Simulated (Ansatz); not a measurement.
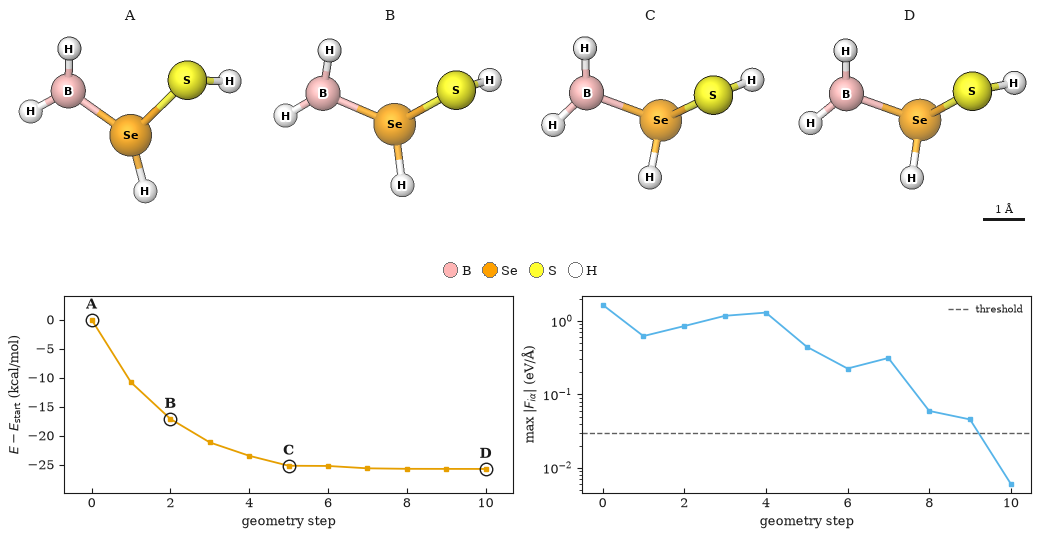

Frames of a relaxation of BH4SeS (charge +1), marked on the history of the run. A ball-and-stick model, seen at a tilt.

It is one of the separated reactants of a reaction.

All numbers below come from RKS PBE-D4/def2-SVP in Ansatz. Set-up: force threshold 0.03 eV/Å; at most 250 steps.

> Describe the path.

After 10 geometry steps the energy has fallen by 25.8 kcal/mol. The largest force component goes from 1.7 to 0.006 eV/Å. The atom that moves furthest after the best rigid fit is the Se atom (0.66 Å). By element the largest moves are Se 0.66 Å, H 0.58 Å, S 0.31 Å, B 0.10 Å. Among the contacts that change: B–Se 1.915 → 2.029 Å, S–Se 2.252 → 2.231 Å, B–H 1.185 → 1.204 Å, H–S 1.355 → 1.369 Å. Bond angles that change, for instance: B–Se–H 138.6° → 96.7°, S–Se–H 123.6° → 101.3°, Se–S–H 99.9° → 91.9°. From step 0 to 2: the S atom moves most (0.37 Å), energy −17.1 kcal/mol. From step 2 to 5: the Se atom moves most (0.40 Å), energy −8.07 kcal/mol. From step 5 to 10: the S atom moves most (0.11 Å), energy −0.55 kcal/mol.

| step | E − E(0), kcal/mol | largest force component, eV/Å |
| --- | --- | --- |
| 0 | 0.00 | 1.6719 |
| 1 | -10.82 | 0.6247 |
| 2 | -17.13 | 0.8552 |
| 3 | -21.18 | 1.1809 |
| 4 | -23.49 | 1.3052 |
| 5 | -25.21 | 0.4474 |
| 6 | -25.25 | 0.2257 |
| 7 | -25.65 | 0.3138 |
| 8 | -25.74 | 0.0596 |
| 9 | -25.75 | 0.0457 |
| 10 | -25.76 | 0.0060 |
